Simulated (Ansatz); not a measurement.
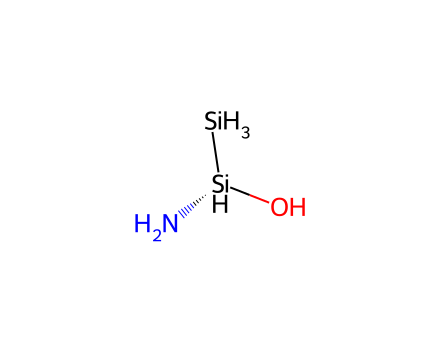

2D structure.

Write the SMILES.

Answer. N[Si@@H](O)[SiH3]

Give the formula, hydrogens included.

Answer. H7NOSi2.

An optimisation with PBE0-D4/def2-TZVP gave a structure of which point group?

Answer. C1.

More results for the same structure follow; atom numbers are the same in all pictures, views and colours differ. The computed structure is the end point of a PBE0-D4/def2-TZVP optimisation.

**Shape**

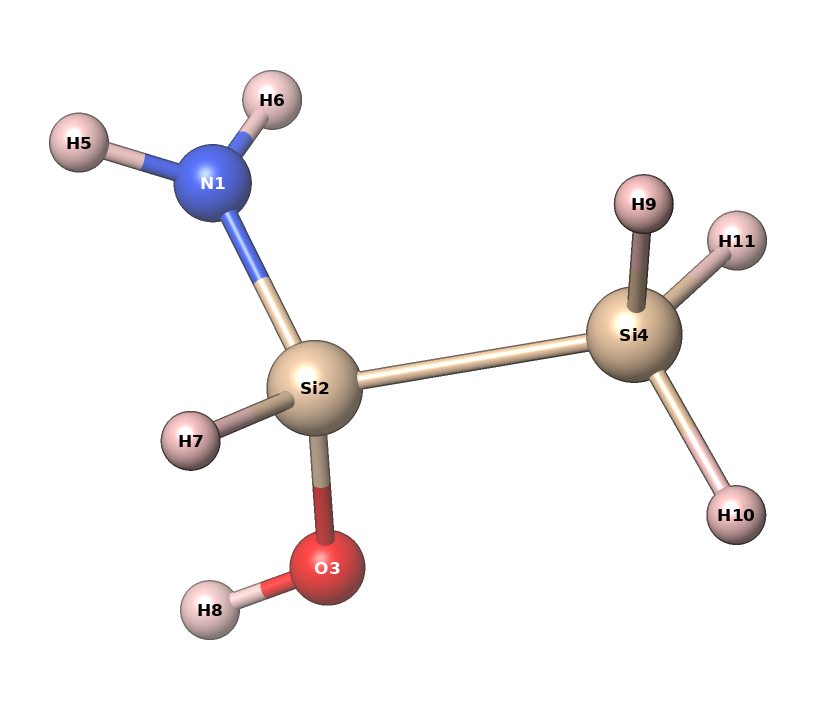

Depth is shown by fading: the farther an atom, the more it takes the colour of the background.

Find the stereocentres and stereogenic double bonds.

Answer. Centres: Si2.

Give the R/S and E/Z labels.

Answer. Si2: S (priorities Si4 > O3 > N1 > H7).

**Electronic properties**

Level of theory: RKS HSE06 (plane-wave form)-D4/def2-TZVPP (Ansatz 0.2.0).

What is the HOMO energy (Kohn–Sham orbital)?

Answer. −7.02 eV.

Estimate the dispersion correction.

Answer. −17.3 kJ/mol.

What is the LUMO energy (Kohn–Sham orbital)?

Answer. −0.29 eV.

**Vibrations**

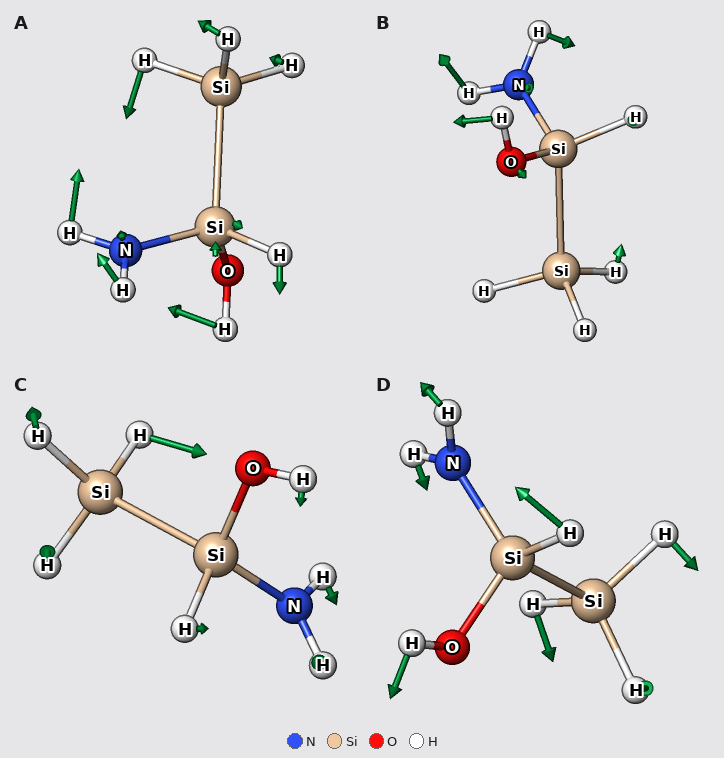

4 normal modes of one molecule or complex, as arrows. Harmonic vibrations computed with RKS PBE0-D4/def2-TZVP (Ansatz 0.2.0) at a stationary point of the same level.

Match the panels to the wavenumbers 197 cm⁻¹, 349 cm⁻¹, 504 cm⁻¹, 934 cm⁻¹.

Answer. A: 197 cm⁻¹
B: 349 cm⁻¹
C: 504 cm⁻¹, H–Si–Si bending
D: 934 cm⁻¹, angle bending

**Dipole moment**

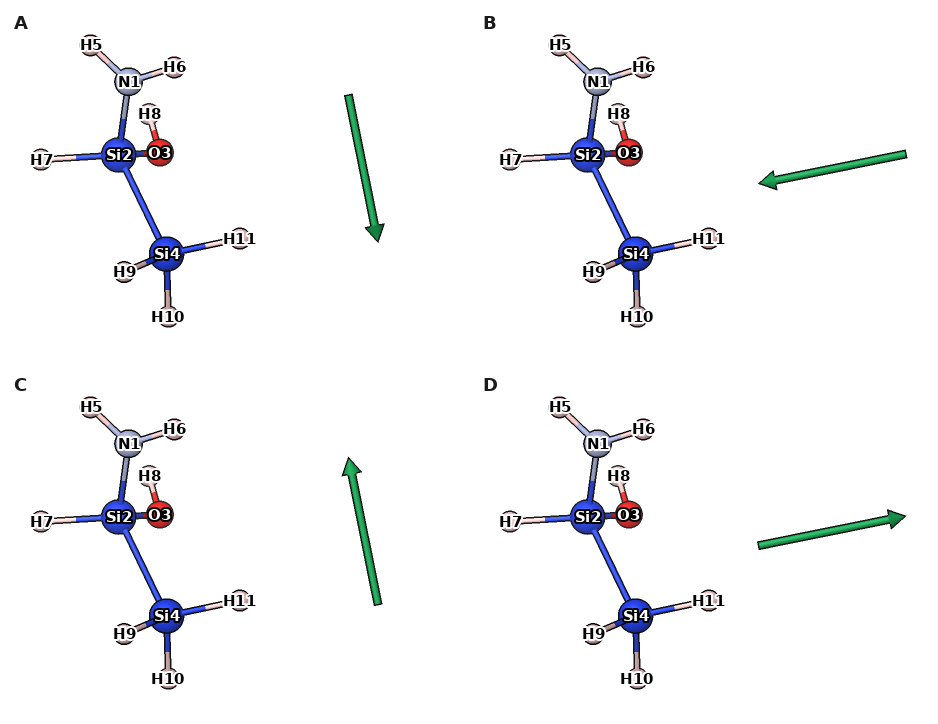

The same molecule four times, each with an arrow. Properties computed with RKS B3LYP-D4/def2-TZVPP (Ansatz 0.2.0).

Which arrow points along the dipole moment, from the negative to the positive end?

Answer. C. The dipole moment is 2.55 D; it points from the side of H10 to the side of H5 (the outermost atoms at the two ends).
